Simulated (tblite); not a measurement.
**Run report: BSi2H5O4, geometry relaxation (part 1 of 2)**

System: BSi2H5O4, multiplicity 3, SMILES OB(O)O[Si]O[SiH3].
Method: GFN2-xTB geometry optimisation, gas phase (tblite 0.8.0).

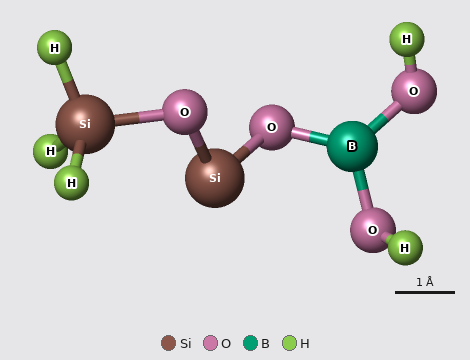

Fig. 1: The structure as given in the input (ball-and-stick view, seen at a tilt). Bond lengths as drawn: B–O 1.46 to 1.49 Å, H–O 0.96 to 0.98 Å, H–Si 1.46 to 1.48 Å and O–Si 1.70 to 1.72 Å.

**Summary**

```tsv
quantity	value
outcome	converged
total energy	−643.4531 eV
hardware	1 CPU thread, shared host
wall time	2.7 s
peak memory	0.18 GiB
```

**Input file**
```
{"job": {"kind": "relax", "xc": "GFN2-xTB", "basis": "xTB"}, "charge": 0, "multiplicity": 3}
Si    -0.223513    -0.760844    -0.169176
O     -1.247246     0.330731     0.674888
Si    -2.862550    -0.265945     0.574439
O      0.781181     0.190613    -1.153341
B      2.054966     0.263620    -0.448798
O      2.717035    -1.033253    -0.211030
O      2.968772     1.376523    -0.850038
H     -3.729641     0.903974     0.586042
H     -3.010334    -1.003516    -0.693014
H     -3.132213    -1.165765     1.715024
H      3.116362    -1.100166     0.679858
H      2.575450     2.236577    -0.690124
```

The first line tells a small driver script what to run in tblite; the rest is the geometry in Å.

Run as:
```bash
OMP_NUM_THREADS=1 python <driver script> task.json out
```

**The program's output**
```
step      E/eV     max force
  0    -641.21374    3.903
  1    -641.89676    3.090
  2    -642.44332    3.365
  3    -642.57673    1.162
  4    -642.63347    0.643
  5    -642.75731    1.269
  6    -642.79985    1.086
  7    -642.90110    0.877
  8    -642.95348    0.774
  9    -643.01642    0.589
 10    -643.04743    0.457
 11    -643.07656    0.728
 12    -643.10467    0.739
 13    -643.14195    0.636
 14    -643.18992    0.471
 15    -643.21634    0.505
 16    -643.26447    0.527
 17    -643.28748    0.507
 18    -643.30029    0.762
 19    -643.31674    0.403
 20    -643.33121    0.350
 21    -643.35215    0.448
 22    -643.36132    0.285
 23    -643.36954    0.264
 24    -643.38092    0.267
 25    -643.38996    0.189
 26    -643.39505    0.249
 27    -643.40009    0.312
 28    -643.40639    0.263
 29    -643.41067    0.151
 30    -643.41273    0.092
 31    -643.41400    0.075
 32    -643.41483    0.112
 33    -643.41569    0.138
 34    -643.41648    0.113
 35    -643.41714    0.064
 36    -643.41766    0.061
 37    -643.41822    0.112
 38    -643.41899    0.144
 39    -643.42007    0.141
 40    -643.42132    0.111
 41    -643.42242    0.071
 42    -643.42324    0.073
 43    -643.42400    0.093
 44    -643.42467    0.079
 45    -643.42514    0.051
 46    -643.42550    0.043
 47    -643.42591    0.048
 48    -643.42654    0.085
 49    -643.42738    0.101
 50    -643.42818    0.072
 51    -643.42882    0.062
 52    -643.42945    0.087
 53    -643.43023    0.102
 54    -643.43147    0.133
 55    -643.43274    0.101
 56    -643.43350    0.222
 57    -643.43452    0.078
 58    -643.43522    0.065
 59    -643.43597    0.070
 60    -643.43646    0.066
 61    -643.43697    0.065
 62    -643.43729    0.069
 63    -643.43784    0.086
 64    -643.43887    0.133
 65    -643.44045    0.153
 66    -643.44188    0.106
 67    -643.44262    0.062
 68    -643.44286    0.063
 69    -643.44320    0.052
 70    -643.44369    0.064
 71    -643.44510    0.106
 72    -643.44701    0.111
 73    -643.44868    0.067
 74    -643.44947    0.100
 75    -643.44973    0.054
 76    -643.44995    0.031
 77    -643.45008    0.031
 78    -643.45028    0.030
 79    -643.45043    0.028
 80    -643.45056    0.024
 81    -643.45063    0.027
 82    -643.45068    0.025
 83    -643.45071    0.016
 84    -643.45074    0.011
 85    -643.45076    0.014
 86    -643.45079    0.015
 87    -643.45081    0.013
 88    -643.45084    0.013
 89    -643.45087    0.014
 90    -643.45091    0.016
 91    -643.45096    0.020
 92    -643.45101    0.023
 93    -643.45109    0.029
 94    -643.45119    0.030
 95    -643.45131    0.029
 96    -643.45143    0.027
 97    -643.45151    0.028
 98    -643.45159    0.027
 99    -643.45170    0.031
100    -643.45188    0.048
101    -643.45215    0.057
102    -643.45250    0.053
103    -643.45283    0.041
104    -643.45301    0.022
105    -643.45307    0.013
106    -643.45310    0.012
107    -643.45311    0.011
108    -643.45312    0.008
```

**Trajectory as extended XYZ (Å, eV, eV/Å), 28 frames, from step=0 to step=108**
```
12
Properties=species:S:1:pos:R:3:forces:R:3 step=0 energy=-641.21374
Si   -0.2235   -0.7608   -0.1692    0.1920   1.7820   0.0210
O    -1.2472    0.3307    0.6749   -0.9740  -1.9340  -0.9380
Si   -2.8625   -0.2659    0.5744    0.6810   0.4070   0.1540
O     0.7812    0.1906   -1.1533    1.4860  -0.5020   2.3610
B     2.0550    0.2636   -0.4488    1.7720  -0.5320  -3.4370
O     2.7170   -1.0333   -0.2110   -1.3180   2.2550   1.1310
O     2.9688    1.3765   -0.8500   -2.1080  -1.9790   1.9670
H    -3.7296    0.9040    0.5860    0.1250   0.0800   0.1200
H    -3.0103   -1.0035   -0.6930    0.0060   0.1390   0.2820
H    -3.1322   -1.1658    1.7150    0.2470   0.2290  -0.2520
H     3.1164   -1.1002    0.6799   -0.0780   0.1460  -1.0400
H     2.5754    2.2366   -0.6901   -0.0300  -0.0900  -0.3690
12
Properties=species:S:1:pos:R:3:forces:R:3 step=4 energy=-642.63347
Si   -0.2139   -0.7041   -0.1737   -0.0710  -0.2640   0.0480
O    -1.3005    0.2437    0.6254   -0.3390  -0.2840  -0.2830
Si   -2.8656   -0.2566    0.5781   -0.2820  -0.0260  -0.0300
O     0.8465    0.1869   -1.0318    0.1880   0.4390   0.1460
B     2.1415    0.2227   -0.6224    0.3530   0.1300  -0.1700
O     2.6374   -0.9519   -0.1622   -0.5010  -0.3290  -0.0510
O     2.9083    1.3246   -0.7367    0.3820  -0.0390   0.5160
H    -3.7175    0.9134    0.5966    0.0420   0.2330   0.1190
H    -3.0122   -0.9939   -0.6721   -0.1200  -0.0240   0.0280
H    -3.1139   -1.1511    1.7013    0.1030   0.0010   0.0620
H     3.1334   -1.0770    0.6362    0.5270   0.3490  -0.0400
H     2.5647    2.2158   -0.7239   -0.2810  -0.1870  -0.3440
12
Properties=species:S:1:pos:R:3:forces:R:3 step=8 energy=-642.95348
Si   -0.1822   -0.7216   -0.1893    0.2780   0.3510  -0.2510
O    -1.3782    0.1468    0.5259    0.2430   0.0110  -0.1720
Si   -2.9556   -0.2625    0.5718   -0.1460  -0.1560  -0.0670
O     0.8921    0.2973   -0.9585   -0.4340  -0.0630   0.0590
B     2.2034    0.2138   -0.6378   -0.3600  -0.0660   0.6820
O     2.5449   -0.9972   -0.1034    0.2980   0.3500   0.0620
O     2.9804    1.3235   -0.5962    0.2080  -0.4190  -0.0540
H    -3.7058    0.9881    0.6360    0.1040  -0.0890   0.0580
H    -3.0710   -1.0125   -0.6776   -0.4000  -0.0230   0.0600
H    -3.0895   -1.1544    1.7276   -0.1060   0.0910  -0.0500
H     3.2558   -0.9730    0.5349    0.3390  -0.1070  -0.1810
H     2.5139    2.1244   -0.8186   -0.0240   0.1210  -0.1450
12
Properties=species:S:1:pos:R:3:forces:R:3 step=12 energy=-643.10467
Si   -0.1490   -0.6937   -0.2408   -0.5510  -0.4910   0.0130
O    -1.4097    0.0888    0.4250   -0.2770   0.1230   0.0360
Si   -2.9984   -0.2845    0.5525    0.1150   0.0450   0.0020
O     0.8832    0.3802   -0.9091    0.3310   0.0710   0.2280
B     2.1585    0.2378   -0.4821    0.3330   0.0660  -0.3730
O     2.5612   -0.9652   -0.0272    0.4530  -0.0320   0.5500
O     3.0136    1.2810   -0.5425   -0.3280   0.5160  -0.2430
H    -3.6746    1.0112    0.6740    0.1230  -0.1990  -0.0190
H    -3.2203   -1.0385   -0.6778   -0.3190  -0.0080   0.0660
H    -3.1073   -1.1408    1.7398   -0.0860   0.0600  -0.0790
H     3.4251   -0.9339    0.4085   -0.2740  -0.1830  -0.3060
H     2.5259    2.0302   -0.9057    0.4820   0.0300   0.1250
12
Properties=species:S:1:pos:R:3:forces:R:3 step=16 energy=-643.26447
Si   -0.2240   -0.7414   -0.3085    0.2940   0.2570  -0.1490
O    -1.4596    0.0903    0.3577   -0.0060  -0.1540  -0.1590
Si   -3.0191   -0.3128    0.5319   -0.2900   0.0450   0.0300
O     0.8947    0.3824   -0.7874   -0.0390  -0.4820   0.2000
B     2.1935    0.2507   -0.4452    0.1000   0.0700   0.3120
O     2.6176   -0.9186    0.1031    0.4410   0.0280  -0.1250
O     3.0283    1.3093   -0.5595    0.2890  -0.1150  -0.1430
H    -3.6276    0.9854    0.6961   -0.1650   0.2520  -0.0050
H    -3.4290   -1.0575   -0.6537   -0.0570  -0.0140   0.0160
H    -3.1519   -1.1195    1.7310   -0.0130  -0.2020   0.1420
H     3.5640   -0.9694    0.3056   -0.5110   0.1060  -0.0770
H     2.6213    2.0736   -0.9562   -0.0450   0.2070  -0.0420
12
Properties=species:S:1:pos:R:3:forces:R:3 step=20 energy=-643.33121
Si   -0.2250   -0.7416   -0.3537   -0.1540  -0.1080   0.0600
O    -1.5025    0.0488    0.2874   -0.2020  -0.1990  -0.1210
Si   -3.0717   -0.3166    0.5300   -0.0650   0.0250   0.0840
O     0.9222    0.3628   -0.7065    0.1360   0.1800   0.0430
B     2.2230    0.2717   -0.3713    0.0810   0.0180  -0.0420
O     2.6652   -0.8988    0.1483   -0.1000   0.0110  -0.1550
O     3.0661    1.3158   -0.5725    0.0300   0.0210  -0.1500
H    -3.6292    1.0182    0.7113   -0.0550  -0.0440  -0.0310
H    -3.5390   -1.0714   -0.6433    0.0000   0.1140   0.1830
H    -3.1711   -1.1365    1.7474   -0.0150   0.0280  -0.1380
H     3.6111   -0.9532    0.2323    0.3020  -0.0140   0.1760
H     2.6590    2.0734   -0.9948    0.0400  -0.0320   0.0910
12
Properties=species:S:1:pos:R:3:forces:R:3 step=24 energy=-643.38092
Si   -0.2397   -0.7443   -0.4033    0.2440   0.1050   0.0270
O    -1.6009   -0.0518    0.1610    0.1420   0.0680  -0.0550
Si   -3.1531   -0.3175    0.5415    0.0130   0.0170  -0.0690
O     0.9536    0.3772   -0.5736   -0.0690   0.0220   0.0560
B     2.2768    0.2919   -0.3188   -0.0400  -0.0890  -0.0830
O     2.7609   -0.8714    0.1834    0.2020  -0.0730  -0.1310
O     3.1212    1.3186   -0.6097   -0.0200  -0.1290  -0.0220
H    -3.6380    1.0399    0.7259   -0.0670   0.0370   0.0170
H    -3.7016   -1.0608   -0.5832   -0.1860  -0.0350  -0.0930
H    -3.2038   -1.1458    1.7361   -0.0620  -0.0690   0.1820
H     3.7179   -0.9385    0.1823   -0.0920   0.0730   0.1410
H     2.7151    2.0749   -1.0269   -0.0650   0.0740   0.0300
12
Properties=species:S:1:pos:R:3:forces:R:3 step=28 energy=-643.40639
Si   -0.2078   -0.7334   -0.3901   -0.1040  -0.0880   0.0690
O    -1.6087   -0.0744    0.1201   -0.0570   0.0410   0.0330
Si   -3.1612   -0.3166    0.5416    0.0170  -0.1000  -0.0020
O     0.9615    0.4034   -0.5380    0.1380  -0.0470   0.0000
B     2.2912    0.2743   -0.3448    0.0930   0.0450   0.0650
O     2.7967   -0.8899    0.1399   -0.2400   0.0050  -0.1070
O     3.1277    1.3041   -0.6400    0.0690   0.0160  -0.0490
H    -3.6632    1.0435    0.7267    0.0620  -0.0900   0.0030
H    -3.7615   -1.0505   -0.5739   -0.0730   0.0280   0.0250
H    -3.2233   -1.1525    1.7529    0.0050   0.1310  -0.0960
H     3.7464   -0.9174    0.2284    0.1200   0.0690   0.0150
H     2.7105    2.0819   -1.0081   -0.0310  -0.0110   0.0430
12
Properties=species:S:1:pos:R:3:forces:R:3 step=32 energy=-643.41483
Si   -0.2083   -0.7376   -0.3792    0.0260   0.0260   0.0690
O    -1.6185   -0.0745    0.1086    0.0070  -0.0120  -0.0040
Si   -3.1663   -0.3266    0.5360   -0.0200   0.0250  -0.0550
O     0.9742    0.3940   -0.5208   -0.0360  -0.0130  -0.0240
B     2.3072    0.2774   -0.3449   -0.0250  -0.0160  -0.0370
O     2.8061   -0.8950    0.1200    0.1110   0.0020   0.0140
O     3.1413    1.3043   -0.6605   -0.0070   0.0100   0.0340
H    -3.6608    1.0309    0.7277    0.0280   0.0060   0.0040
H    -3.8035   -1.0447   -0.5661   -0.0330  -0.0130  -0.0180
H    -3.2316   -1.1402    1.7498    0.0210  -0.0010   0.0290
H     3.7570   -0.9058    0.2402   -0.0620   0.0150  -0.0350
H     2.7113    2.0902   -0.9960   -0.0100  -0.0280   0.0230
12
Properties=species:S:1:pos:R:3:forces:R:3 step=36 energy=-643.41766
Si   -0.2015   -0.7364   -0.3561    0.0040  -0.0340   0.0500
O    -1.6254   -0.0812    0.0984   -0.0160  -0.0090  -0.0200
Si   -3.1746   -0.3299    0.5241    0.0010   0.0040   0.0350
O     0.9765    0.3958   -0.5188    0.0150  -0.0200  -0.0220
B     2.3100    0.2740   -0.3491    0.0030  -0.0110   0.0240
O     2.8172   -0.8957    0.1135   -0.0420  -0.0200  -0.0030
O     3.1461    1.3029   -0.6526   -0.0450   0.0050  -0.0010
H    -3.6507    1.0308    0.7311    0.0000   0.0290  -0.0210
H    -3.8323   -1.0467   -0.5688    0.0070   0.0060   0.0080
H    -3.2280   -1.1302    1.7511    0.0080  -0.0020  -0.0340
H     3.7659   -0.8911    0.2321    0.0580  -0.0080  -0.0160
H     2.7049    2.0802   -0.9901    0.0060   0.0590   0.0000
12
Properties=species:S:1:pos:R:3:forces:R:3 step=40 energy=-643.42132
Si   -0.1927   -0.7506   -0.2987   -0.0130  -0.0380   0.0220
O    -1.6374   -0.0913    0.0814    0.0460   0.0000  -0.0270
Si   -3.1856   -0.3257    0.5183    0.0320   0.0170  -0.0470
O     0.9800    0.3771   -0.5284   -0.0360  -0.0590   0.0400
B     2.3134    0.2655   -0.3536   -0.0270   0.0550  -0.0350
O     2.8327   -0.9041    0.1008   -0.0640   0.0860  -0.0270
O     3.1339    1.3101   -0.6485    0.0510  -0.0210   0.0210
H    -3.6393    1.0426    0.7224   -0.0250   0.0250  -0.0220
H    -3.8589   -1.0441   -0.5666    0.0120   0.0290   0.0290
H    -3.2190   -1.1238    1.7417   -0.0210  -0.0380   0.0370
H     3.7807   -0.8812    0.2197    0.0830  -0.0300  -0.0080
H     2.7006    2.0979   -0.9738   -0.0360  -0.0260   0.0170
12
Properties=species:S:1:pos:R:3:forces:R:3 step=44 energy=-643.42467
Si   -0.1869   -0.7746   -0.2437    0.0360  -0.0370  -0.0050
O    -1.6421   -0.1006    0.0594    0.0130   0.0050   0.0010
Si   -3.1887   -0.3180    0.5106    0.0220   0.0040   0.0490
O     0.9766    0.3497   -0.5263   -0.0060   0.0270   0.0290
B     2.3133    0.2666   -0.3626    0.0120  -0.0170   0.0220
O     2.8485   -0.8963    0.0883    0.0610  -0.0360   0.0140
O     3.1288    1.3173   -0.6451   -0.0220   0.0310  -0.0140
H    -3.6336    1.0563    0.7085   -0.0050  -0.0180  -0.0210
H    -3.8837   -1.0355   -0.5586    0.0040   0.0150  -0.0130
H    -3.2165   -1.1230    1.7355   -0.0160   0.0310  -0.0290
H     3.8001   -0.8793    0.2032   -0.0680   0.0170  -0.0370
H     2.6928    2.1099   -0.9545   -0.0320  -0.0210   0.0030
12
Properties=species:S:1:pos:R:3:forces:R:3 step=48 energy=-643.42654
Si   -0.1756   -0.7895   -0.2266   -0.0410   0.0400   0.0020
O    -1.6299   -0.0997    0.0604    0.0170  -0.0440   0.0240
Si   -3.1778   -0.3130    0.5131    0.0040  -0.0010  -0.0850
O     0.9728    0.3476   -0.5242    0.0100  -0.0170   0.0460
B     2.3098    0.2645   -0.3615   -0.0090  -0.0020   0.0040
O     2.8461   -0.9006    0.0826   -0.0340   0.0010  -0.0080
O     3.1206    1.3204   -0.6403   -0.0240  -0.0150  -0.0060
H    -3.6350    1.0585    0.6978    0.0170  -0.0030  -0.0060
H    -3.8729   -1.0277   -0.5617    0.0250   0.0250   0.0180
H    -3.2179   -1.1185    1.7327    0.0010   0.0060   0.0270
H     3.7957   -0.8754    0.1914    0.0610  -0.0120  -0.0080
H     2.6724    2.1058   -0.9489   -0.0260   0.0220  -0.0060
```
